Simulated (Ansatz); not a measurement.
# Y on Hf(0001): change of the work function

How does Y on the hcp site change the work function of Hf(0001) as the layer fills?

Program: Ansatz 0.2.0. Level of theory: plane-wave DFT, PBE, Ansatz PAW, in the first sound run; inputs show where later runs differ. Results are calculated unless marked as measured.

### Step 1. Starting point

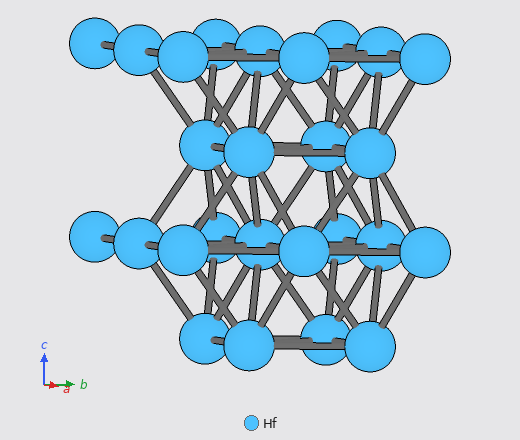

Start, viewed from the side, with the c axis up; hafnium blue. 2×2×1 cells are drawn. Some periodic images of atoms are drawn too.

The cell holds 4 atoms: 4 Hf. Its edges and angles: a = 3.200 Å, b = 3.200 Å, c = 25.594 Å, α = 90.0°, β = 90.0°, γ = 60.0°. Vacuum lies along c.

### Step 2. The clean slab

The bare slab comes first, as the zero from which every change is counted. The two lowest layers are held at bulk places and the upper ones relax. The dipole correction removes the false field that a one-sided slab makes across the periodic vacuum, so each face gets a flat vacuum level of its own.

Input file input.yaml:

```yaml
crystal:
  lattice:
    - [3.2, 0.0, 0.0]
    - [1.6, 2.7712812921, 0.0]
    - [0.0, 0.0, 25.5936]
  atoms:
    - { symbol: Hf, position: [0.6666666667, 0.6666666667, 0.3516504126] }
    - { symbol: Hf, position: [0.0, 0.0, 0.4505501375] }
    - { symbol: Hf, position: [0.6666666667, 0.6666666667, 0.5494498625] }
    - { symbol: Hf, position: [0.0, 0.0, 0.6483495874] }
kpoints:
  mp_grid: { grid: [11, 11, 1] }
hamiltonian:
  xc: pbe
scf:
  occupations: { method: fermi_dirac, width: 0.1 }
  convergence: { dr2_threshold: 1.0e-08 }
efield:
  axis: 3
  dipole_correction: true
  ramp_position: 0.97
  ramp_width: 0.06
relax:
  f_tol: 0.02
  max_steps: 60
  constraints: [{ sites: [0, 1] }]
output:
  write_potential: true
  write_density: true
  volumetric_format: npy
```

On the command line:

```console
$ ansatz run input.yaml --threads 4 --pin off --max-ram 12288MiB --backend cpu --events-out ev --progress --plain --runs-dir out
```

Numbers of over 12 decimals in the logs are rounded to 6 here.

What it wrote:

```text
Engine: ansatz 0.2.0, aarch64-unknown-linux-gnu
Pseudopotentials: kind: paw
Pseudopotential: Hf, paw, valence charge 26, recommended cutoff 420 eV (normal), Hf.paw.azcp
Functional definition: PBE
  parameter kappa = 0.804
  parameter beta = 0.066725
  exchange = pbe_x(kappa = kappa, mu = beta*pi^2/3)
  correlation = pbe_c(beta = beta)
Crystal: 4 atoms, lattice volume = 226.967 Å³
Basis set: ecut = 420 eV, 4501 PW (Γ), exchange–correlation on 48×48×360 points (8 copies of the dense FFT grid, shifted against one another)
Bands: 63, of which v1, the nominal top of the filled ones, is band 52 counted from 1 (51 counted from 0)
Symmetry: 6 space group operations
k-points: 16 of 121 (time reversal used)
Non-local potential: Hf, projectors of the file, l = 0: 3, l = 1: 2, l = 2: 2, l = 3: 3
PAW form: soft (Blöchl's): semilocal exchange-correlation on the pseudo side does not see the compensation charge
PAW one-centre angular grid: Hf, 590 points (default); XC on 64 Gauss nodes
Initial density: superposition of atomic densities (neutral atoms: chi_scale 0, normalization atom), corrected by the library's trained network
Initial wavefunctions: pseudopotential atomic-orbital guess
Functional: x = pbe(κ = 0.804, μ = 0.219515), c = pbe(β = 0.066725)
SCF iter   1: F=—  HF=-62883.574451 eV  |F-HF|=—  |Δ(HF+E_count)|=         —  Δρ=6.82e-3  dr2=2.39e0  ethr=1.77e-3  p=0.000 e·Å  D=2.71e-14 V/Å  ΔV_dip=-0.00 eV  dr2_dipole=3.80e-8  V_vac-E_F(+/−)=4.47/4.47 eV  ⟨swp⟩=5.6  Hψ=3317  notcnv=0
efield: sawtooth ramp at fractional position 0.9700 (set: `efield.ramp_position`, or a place that a band, a saddle search or an elastic batch's reference lends), width 0.0600; the density the first Hamiltonian is built on has a dipole p = 0.000 e·Å; the dipole correction subtracts the counter field D = 2.71e-14 V/Å, which shifts the + side's vacuum level by -0.00 eV against the − side's; the planar-averaged density in the ramp window peaks in size at 2.6e-5 e/Å³
preconditioner: auto → LDOS  [metal: Δε(μ)=0.006 eV  Ē_g=17.072 eV  σ=0.100 eV  W_gap=0.01  n_scr=60 (ndim 8)  ℏωp=24.1 eV  f_vac=0.553  D(μ)=6.17/eV (n_scr^D=18)  β→1.0]
SCF iter   2: F=—  HF=-62883.514087 eV  |F-HF|=—  |Δ(HF+E_count)|=   6.04e-2  Δρ=2.19e-3  dr2=7.60e-2  ethr=1.77e-3  p=0.000 e·Å  D=1.47e-5 V/Å  ΔV_dip=-0.00 eV  dr2_dipole=6.72e-12  V_vac-E_F(+/−)=4.34/4.34 eV  ⟨swp⟩=2.0  Hψ=1289  notcnv=0  defer=5
SCF iter   3: F=—  HF=-62883.510501 eV  |F-HF|=—  |Δ(HF+E_count)|=   3.59e-3  Δρ=1.22e-3  dr2=1.60e-2  ethr=7.30e-5  p=0.000 e·Å  D=4.09e-6 V/Å  ΔV_dip=-0.00 eV  dr2_dipole=1.49e-7  V_vac-E_F(+/−)=4.38/4.38 eV  ⟨swp⟩=2.0  Hψ=1942  notcnv=0  defer=5
SCF iter   4: F=—  HF=-62883.509399 eV  |F-HF|=—  |Δ(HF+E_count)|=   1.10e-3  Δρ=2.67e-4  dr2=6.74e-4  ethr=1.53e-5  p=0.000 e·Å  D=3.10e-6 V/Å  ΔV_dip=-0.00 eV  dr2_dipole=4.74e-10  V_vac-E_F(+/−)=4.37/4.37 eV  ⟨swp⟩=2.0  Hψ=1672  notcnv=0  defer=5
SCF iter   5: F=—  HF=-62883.509536 eV  |F-HF|=—  |Δ(HF+E_count)|=   1.37e-4  Δρ=1.05e-4  dr2=3.85e-5  ethr=6.48e-7  p=0.000 e·Å  D=1.83e-6 V/Å  ΔV_dip=-0.00 eV  dr2_dipole=8.20e-9  V_vac-E_F(+/−)=4.36/4.36 eV  ⟨swp⟩=2.1  Hψ=1291  notcnv=0  defer=5
SCF iter   6: F=—  HF=-62883.509596 eV  |F-HF|=—  |Δ(HF+E_count)|=   6.07e-5  Δρ=4.11e-5  dr2=4.31e-6  ethr=3.70e-8  p=0.000 e·Å  D=1.04e-6 V/Å  ΔV_dip=-0.00 eV  dr2_dipole=9.00e-9  V_vac-E_F(+/−)=4.36/4.36 eV  ⟨swp⟩=2.1  Hψ=1718  notcnv=0  defer=5
SCF iter   7: F=—  HF=-62883.509464 eV  |F-HF|=—  |Δ(HF+E_count)|=   1.33e-4  Δρ=1.45e-5  dr2=7.16e-7  ethr=4.14e-9  p=0.000 e·Å  D=5.70e-7 V/Å  ΔV_dip=-0.00 eV  dr2_dipole=1.07e-9  V_vac-E_F(+/−)=4.36/4.36 eV  ⟨swp⟩=2.2  Hψ=1800  notcnv=0  defer=5
SCF iter   8: F=—  HF=-62883.509465 eV  |F-HF|=—  |Δ(HF+E_count)|=   1.42e-6  Δρ=6.17e-6  dr2=9.05e-8  ethr=6.89e-10  p=0.000 e·Å  D=3.16e-7 V/Å  ΔV_dip=-0.00 eV  dr2_dipole=1.78e-10  V_vac-E_F(+/−)=4.36/4.36 eV  ⟨swp⟩=2.2  Hψ=1740  notcnv=0  defer=5
SCF iter   9: F=-62883.509465 eV  HF=-62883.509465 eV  |F-HF|=6.24e-8  |Δ(HF+E_count)|=   2.83e-7  Δρ=1.96e-6  dr2=9.71e-9  ethr=9.62e-12  p=0.000 e·Å  D=1.95e-7 V/Å  ΔV_dip=-0.00 eV  dr2_dipole=3.06e-13  V_vac-E_F(+/−)=4.36/4.36 eV  ⟨swp⟩=8.9  Hψ=8813  notcnv=0
SCF 1 converged in 9 iterations: F = -62883.509465 eV  dr2 = 9.71e-9
  greatest PAW one-centre occupation: 0.999 electrons in one spin orbital (limit 2), on the Hf atom at site 0 (counted from 0), in its partial waves of l = 0
relax step   1: F+E_penalty+E_count = -62883.50946546 eV  Δ(F+E_penalty+E_count) = +0.000e0 eV  max|allowed force component| = 8.358e-1 eV/Å  Δτ_max = 0.0000 Å  (9 SCF iters, accepted)
Initial density: handed on by an earlier stage of this run
Initial wavefunctions: those handed on with the density
SCF iter   1: F=—  HF=-62883.673848 eV  |F-HF|=—  |Δ(HF+E_count)|=         —  Δρ=9.47e-3  dr2=3.44e0  ethr=3.10e-3  p=0.000 e·Å  D=1.96e-7 V/Å  ΔV_dip=-0.00 eV  dr2_dipole=7.16e-1  V_vac-E_F(+/−)=4.38/4.38 eV  ⟨swp⟩=4.1  Hψ=2096  notcnv=0  defer=4
efield: sawtooth ramp at fractional position 0.9700 (set: `efield.ramp_position`, or a place that a band, a saddle search or an elastic batch's reference lends), width 0.0600; the density the first Hamiltonian is built on has a dipole p = 0.000 e·Å; the dipole correction subtracts the counter field D = 1.96e-7 V/Å, which shifts the + side's vacuum level by -0.00 eV against the − side's; the planar-averaged density in the ramp window peaks in size at 1.4e-7 e/Å³
preconditioner: auto → LDOS  [metal: Δε(μ)=0.022 eV  Ē_g=17.085 eV  σ=0.100 eV  W_gap=0.05  n_scr=60 (ndim 8)  ℏωp=24.1 eV  f_vac=0.556  D(μ)=5.09/eV (n_scr^D=16)  β→1.0]
SCF iter   2: F=—  HF=-62883.541879 eV  |F-HF|=—  |Δ(HF+E_count)|=   1.32e-1  Δρ=6.16e-3  dr2=4.56e-1  ethr=3.10e-3  p=0.010 e·Å  D=7.86e-3 V/Å  ΔV_dip=-0.20 eV  dr2_dipole=2.07e-2  V_vac-E_F(+/−)=4.17/4.37 eV  ⟨swp⟩=2.6  Hψ=1453  notcnv=0  defer=8
SCF iter   3: F=—  HF=-62883.509827 eV  |F-HF|=—  |Δ(HF+E_count)|=   3.21e-2  Δρ=2.74e-3  dr2=4.58e-2  ethr=4.38e-4  p=0.006 e·Å  D=4.73e-3 V/Å  ΔV_dip=-0.12 eV  dr2_dipole=2.12e-6  V_vac-E_F(+/−)=4.26/4.38 eV  ⟨swp⟩=3.1  Hψ=2017  notcnv=0  defer=8
SCF iter   4: F=—  HF=-62883.501319 eV  |F-HF|=—  |Δ(HF+E_count)|=   8.51e-3  Δρ=6.01e-4  dr2=1.43e-3  ethr=4.40e-5  p=0.007 e·Å  D=5.80e-3 V/Å  ΔV_dip=-0.15 eV  dr2_dipole=7.90e-7  V_vac-E_F(+/−)=4.23/4.38 eV  ⟨swp⟩=2.0  Hψ=1900  notcnv=0  defer=8
[...]
SCF iter   5: F=—  HF=-62883.571178 eV  |F-HF|=—  |Δ(HF+E_count)|=   1.65e-5  Δρ=1.70e-4  dr2=1.55e-4  ethr=1.05e-6  p=0.003 e·Å  D=2.09e-3 V/Å  ΔV_dip=-0.05 eV  dr2_dipole=1.65e-5  V_vac-E_F(+/−)=4.33/4.38 eV  ⟨swp⟩=2.0  Hψ=1542  notcnv=0  defer=7
SCF iter   6: F=—  HF=-62883.571181 eV  |F-HF|=—  |Δ(HF+E_count)|=   3.58e-6  Δρ=5.09e-5  dr2=1.40e-5  ethr=1.49e-7  p=0.002 e·Å  D=1.74e-3 V/Å  ΔV_dip=-0.04 eV  dr2_dipole=6.27e-6  V_vac-E_F(+/−)=4.33/4.38 eV  ⟨swp⟩=2.0  Hψ=1827  notcnv=0  defer=7
SCF iter   7: F=—  HF=-62883.571177 eV  |F-HF|=—  |Δ(HF+E_count)|=   4.82e-6  Δρ=1.67e-5  dr2=6.21e-7  ethr=1.34e-8  p=0.002 e·Å  D=1.60e-3 V/Å  ΔV_dip=-0.04 eV  dr2_dipole=4.51e-8  V_vac-E_F(+/−)=4.34/4.38 eV  ⟨swp⟩=2.0  Hψ=1860  notcnv=0  defer=7
SCF iter   8: F=—  HF=-62883.571047 eV  |F-HF|=—  |Δ(HF+E_count)|=   1.29e-4  Δρ=6.23e-6  dr2=3.42e-7  ethr=5.97e-10  p=0.002 e·Å  D=1.53e-3 V/Å  ΔV_dip=-0.04 eV  dr2_dipole=1.03e-7  V_vac-E_F(+/−)=4.34/4.38 eV  ⟨swp⟩=2.2  Hψ=1824  notcnv=0  defer=7
SCF iter   9: F=—  HF=-62883.571047 eV  |F-HF|=—  |Δ(HF+E_count)|=   1.20e-7  Δρ=2.08e-6  dr2=4.57e-8  ethr=3.29e-10  p=0.002 e·Å  D=1.51e-3 V/Å  ΔV_dip=-0.04 eV  dr2_dipole=1.22e-8  V_vac-E_F(+/−)=4.34/4.38 eV  ⟨swp⟩=2.8  Hψ=1691  notcnv=0  defer=7
SCF iter  10: F=—  HF=-62883.571047 eV  |F-HF|=—  |Δ(HF+E_count)|=   2.08e-8  Δρ=8.35e-7  dr2=1.42e-8  ethr=9.62e-12  p=0.002 e·Å  D=1.50e-3 V/Å  ΔV_dip=-0.04 eV  dr2_dipole=4.76e-9  V_vac-E_F(+/−)=4.34/4.38 eV  ⟨swp⟩=10.4  Hψ=8238  notcnv=0
SCF iter  11: F=-62883.571047 eV  HF=-62883.571047 eV  |F-HF|=4.37e-11  |Δ(HF+E_count)|=   3.46e-9  Δρ=3.42e-7  dr2=1.06e-9  ethr=9.62e-12  p=0.002 e·Å  D=1.49e-3 V/Å  ΔV_dip=-0.04 eV  dr2_dipole=1.58e-10  V_vac-E_F(+/−)=4.34/4.38 eV  ⟨swp⟩=9.3  Hψ=7178  notcnv=0
SCF 3 converged in 11 iterations: F = -62883.571047 eV  dr2 = 1.06e-9
relax step   3: F+E_penalty+E_count = -62883.57104734 eV  Δ(F+E_penalty+E_count) = -6.158e-2 eV  max|allowed force component| = 1.698e-1 eV/Å  Δτ_max = 0.0942 Å  (11 SCF iters, accepted)
[...]
relax step   4: F+E_penalty+E_count = -62883.57293000 eV  Δ(F+E_penalty+E_count) = -1.883e-3 eV  max|allowed force component| = 5.017e-2 eV/Å  Δτ_max = 0.0184 Å  (8 SCF iters, accepted)
SCF iter   1: F=—  HF=-62883.573446 eV  |F-HF|=—  |Δ(HF+E_count)|=         —  Δρ=3.48e-4  dr2=2.57e-3  ethr=4.20e-5  p=0.003 e·Å  D=2.28e-3 V/Å  ΔV_dip=-0.06 eV  dr2_dipole=4.50e-5  V_vac-E_F(+/−)=4.32/4.38 eV  ⟨swp⟩=2.0  Hψ=1415  notcnv=0  defer=8
efield: sawtooth ramp at fractional position 0.9700 (set: `efield.ramp_position`, or a place that a band, a saddle search or an elastic batch's reference lends), width 0.0600; the density the first Hamiltonian is built on has a dipole p = 0.003 e·Å; the dipole correction subtracts the counter field D = 2.28e-3 V/Å, which shifts the + side's vacuum level by -0.06 eV against the − side's; the planar-averaged density in the ramp window peaks in size at 1.6e-7 e/Å³
preconditioner: auto → LDOS  [metal: Δε(μ)=0.044 eV  Ē_g=17.042 eV  σ=0.100 eV  W_gap=0.11  n_scr=60 (ndim 8)  ℏωp=24.1 eV  f_vac=0.554  D(μ)=5.60/eV (n_scr^D=16)  β→1.0]
SCF iter   2: F=—  HF=-62883.573309 eV  |F-HF|=—  |Δ(HF+E_count)|=   1.36e-4  Δρ=1.90e-4  dr2=4.66e-4  ethr=2.47e-6  p=0.002 e·Å  D=1.91e-3 V/Å  ΔV_dip=-0.05 eV  dr2_dipole=4.68e-7  V_vac-E_F(+/−)=4.33/4.38 eV  ⟨swp⟩=2.0  Hψ=1285  notcnv=0  defer=8
SCF iter   3: F=—  HF=-62883.573290 eV  |F-HF|=—  |Δ(HF+E_count)|=   1.98e-5  Δρ=8.00e-5  dr2=3.31e-5  ethr=4.48e-7  p=0.003 e·Å  D=2.07e-3 V/Å  ΔV_dip=-0.05 eV  dr2_dipole=2.71e-7  V_vac-E_F(+/−)=4.33/4.38 eV  ⟨swp⟩=2.0  Hψ=1759  notcnv=0  defer=8
SCF iter   4: F=—  HF=-62883.573284 eV  |F-HF|=—  |Δ(HF+E_count)|=   5.58e-6  Δρ=2.39e-5  dr2=6.60e-6  ethr=3.18e-8  p=0.003 e·Å  D=2.05e-3 V/Å  ΔV_dip=-0.05 eV  dr2_dipole=2.25e-6  V_vac-E_F(+/−)=4.33/4.38 eV  ⟨swp⟩=2.1  Hψ=1761  notcnv=0  defer=8
SCF iter   5: F=—  HF=-62883.573153 eV  |F-HF|=—  |Δ(HF+E_count)|=   1.31e-4  Δρ=8.23e-6  dr2=2.49e-7  ethr=6.35e-9  p=0.003 e·Å  D=2.05e-3 V/Å  ΔV_dip=-0.05 eV  dr2_dipole=6.25e-9  V_vac-E_F(+/−)=4.33/4.38 eV  ⟨swp⟩=2.0  Hψ=1433  notcnv=0  defer=8
SCF iter   6: F=—  HF=-62883.573153 eV  |F-HF|=—  |Δ(HF+E_count)|=   8.31e-8  Δρ=2.82e-6  dr2=4.08e-8  ethr=2.39e-10  p=0.003 e·Å  D=2.06e-3 V/Å  ΔV_dip=-0.05 eV  dr2_dipole=3.60e-9  V_vac-E_F(+/−)=4.33/4.38 eV  ⟨swp⟩=2.0  Hψ=1796  notcnv=0  defer=8
SCF iter   7: F=-62883.573153 eV  HF=-62883.573153 eV  |F-HF|=2.45e-9  |Δ(HF+E_count)|=   3.07e-8  Δρ=1.25e-6  dr2=9.52e-9  ethr=9.62e-12  p=0.003 e·Å  D=2.07e-3 V/Å  ΔV_dip=-0.05 eV  dr2_dipole=3.11e-10  V_vac-E_F(+/−)=4.33/4.38 eV  ⟨swp⟩=10.7  Hψ=8282  notcnv=0
SCF 5 converged in 7 iterations: F = -62883.573153 eV  dr2 = 9.52e-9
relax step   5: F+E_penalty+E_count = -62883.57315347 eV  Δ(F+E_penalty+E_count) = -2.235e-4 eV  max|allowed force component| = 1.351e-3 eV/Å  Δτ_max = 0.0095 Å  (7 SCF iters, accepted)
NSCF: frozen V_eff on 16 k-points
the band table was solved once a step of the walk had ended and its energy, with any forces and stress, was formed, with the checks that follow a solve (4425 applications of the Hamiltonian). They found nothing against the state; the energy, forces and stress were not computed again (output.eigenvalues in the input reference)
SCF converged after 7 iterations
Free energy (F): -62883.573153 eV
Harris-Foulkes:  -62883.573153 eV  (|F-HF|=2.45e-9)
Internal energy: -62883.389085 eV  (E = F + TS)
E sigma→0 (E₀):  -62883.481119 eV
Entropy (-TS):   -0.184069 eV (-46.017 meV/atom)
Fermi energy:    5.323269 eV
Dipole field:    D = 0.002088 V/Å  (p = 0.002620 e·Å, saw-weighted, corrected)
Work function:   Φ+ = 4.3260 eV   Φ− = 4.3795 eV
Levels:          The Fermi level and band energies are counted from a zero that moves with the ramp; work functions are not
--- Per-component energies (eV) ---
  E_band       = -1375.169722
  E_kinetic    = 1692.834661
  E_local      = -197969.434281  (includes V_loc(G=0)·N_el)
  E_nonlocal   = -4977.790629
  E_hartree    = 97625.641455
  E_xc         = -1197.754589
  E_vxc        = -1061.048892  (∫ρ·V_xc dr)
  E_paw        = -27710.420930  (= ΣΔE_a)
  E_vpaw       = 5689.024388  (= ΣTr[D̂ρ^β])
  E_aug_tail   = -0.000005  (compensation charges beyond the density's cutoff)
  E_efield     = 0.000003  (sawtooth field / dipole correction)
  E_vefield    = -0.003802  (∫n·V_field dr)
  E_ewald      = 69653.535231
  E_smearing   = -0.184069  (= −TS)
  E_closure    = 0.000000  (closes the sum)
  Σ components = -62883.573153   (vs F -62883.573153, Δ=0.00e0)
--- Forces (eV/Å), atoms counted from 1 ---
  atom   1  Hf    -0.00000000     0.00000000     0.67142787
  atom   2  Hf     0.00000000    -0.00000000    -0.66923960
  atom   3  Hf     0.00000000     0.00000000    -0.00085089
  atom   4  Hf     0.00000000    -0.00000000    -0.00135071
  max |Σ_I F_I| component: 1.33e-5 eV/Å
--- Band table (eV; the first three rows and the last of 16) ---
  k-point 0: bands = [... 48 lower, 5.0669, 5.3452, 5.7511, 6.0529, 6.4006, 6.4006, 6.5016, 6.5016, ... 7 higher]
  k-point 1: bands = [... 48 lower, 4.9668, 5.2758, 5.5657, 5.9161, 6.1801, 6.2076, 6.5476, 6.5874, ... 7 higher]
  k-point 2: bands = [... 48 lower, 4.6142, 4.9242, 5.1115, 5.5013, 5.6469, 5.9879, 6.3497, 6.6234, ... 7 higher]
  k-point 15: bands = [... 48 lower, 3.9609, 4.3125, 4.4049, 5.1184, 5.2976, 5.5741, 5.5876, 5.7969, ... 7 higher]
--- Relaxed structure (5 steps of the walk, 4 accepted, 0 SCFs on fresh bases) ---
  F+E_penalty+E_count = -62883.57315347 eV   max|allowed force component| = 1.351e-3 eV/Å
  atoms:
    - { symbol: Hf, position: [0.666667, 0.666667, 0.3516504126] }
    - { symbol: Hf, position: [0.0, 0.0, 0.4505501375] }
    - { symbol: Hf, position: [0.666667, 0.666667, 0.553816] }
    - { symbol: Hf, position: [0, 0, 0.646723] }
```

It took 31 s on 4 threads of Arm Neoverse V1, shared host; peak memory 0.69 GiB.

Relaxation path:

```csv
step,energy less that of the first step (eV),largest force component (eV/Å)
1,0.0000,0.8358
2,0.0080,1.1587
3,-0.0616,0.1698
4,-0.0635,0.0502
5,-0.0637,0.0014
```

Relaxation step 2 was tried and not accepted.

Forces are held to the 6 operations that the run works with; a distortion that breaks them can't arise in this run.

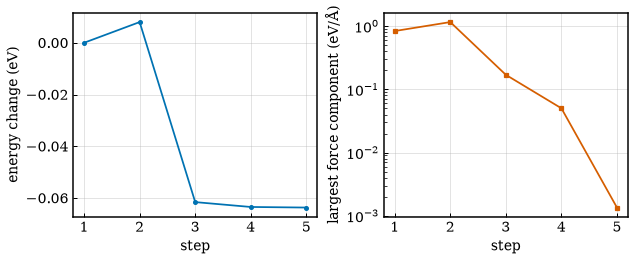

Energy and largest force along the relaxation.

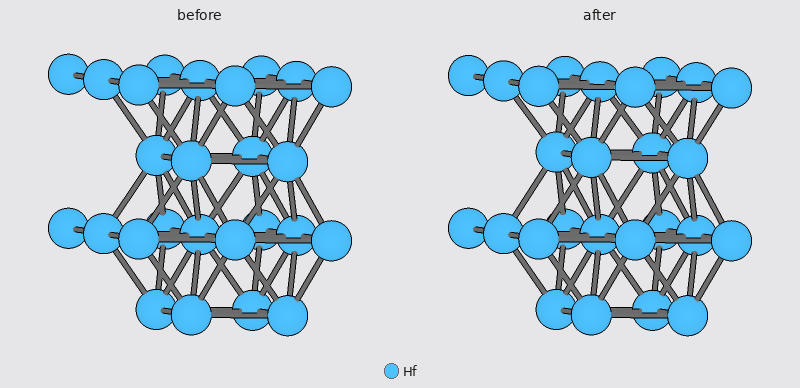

Before and after, at one scale.

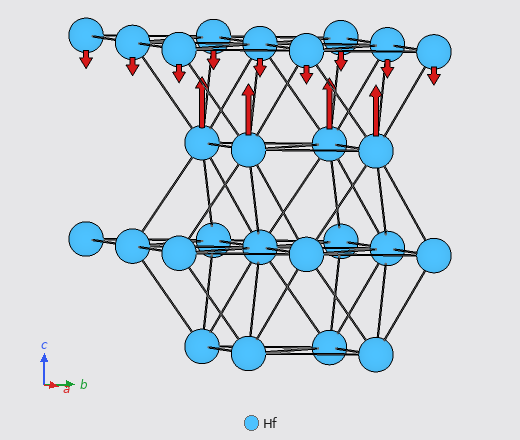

Displacements in the relaxation, exaggerated; the longest in the cell stands for 0.11 Å. 2×2×1 cells are drawn. Some periodic images of atoms are drawn too.

The atoms that moved most (Å):

```csv
atom,dx,dy,dz,length
Hf3,0.000,0.000,0.112,0.112
Hf4,0.000,0.000,-0.042,0.042
```

The relaxed structure:

```xyz
4
Lattice="3.2000 0.0000 0.0000 1.6000 2.7713 0.0000 0.0000 0.0000 25.5936" Properties=species:S:1:pos:R:3
Hf    3.2000    1.8475    9.0000
Hf    0.0000    0.0000   11.5312
Hf    3.2000    1.8475   14.1742
Hf    0.0000    0.0000   16.5520
```

Numbers from this step:

```yaml
energy_at_zero_smearing: -62883.4811 eV
work_function_upper_face: 4.326 eV
work_function_lower_face: 4.379 eV
dipole_along_the_normal: 0.002620 e·Å
step_between_the_vacuum_levels: -0.05345 eV
```

Running mean over 2.5312 Å of the planar mean; the ramp of the sawtooth is left out. The electron's electrostatic potential energy less the Fermi level by z:

```csv
z (Å),electron's electrostatic potential energy less the Fermi level (eV)
3,4.38
4,4.38
5,4.35
6,4.13
7,2.31
8,-4.04
9,-7.40
10,-7.30
11,-7.26
12,-7.07
13,-6.67
14,-7.23
15,-8.07
16,-7.96
17,-6.75
18,-0.953
19,3.51
20,4.23
21,4.32
22,4.33
```

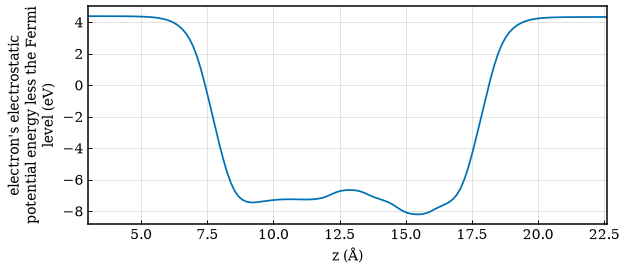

Electron's electrostatic potential energy less the Fermi level, plotted against z.

The relaxation took 5 steps and lowered the energy by 0.064 eV; the largest force on the free atoms ends at 0.0014 eV/Å.

The work function of the upper face is 4.33 eV.

(Part 1 of 5 ends here.)

[Logs are printed without paths, hosts, clocks, repeated set-up lines and the standing remarks that a program may print on its own settings, such as how far it seeks lower states.]

[Hosts, paths, dates, database ids (printed as entryN), source tags and the programs' standing remarks are cut or masked in the printed files.]

[Maps of the electrostatic potential energy from Ansatz leave out the sawtooth potential of an applied field or a dipole correction, so their vacuum need not be flat; planar profiles and work functions include it.]
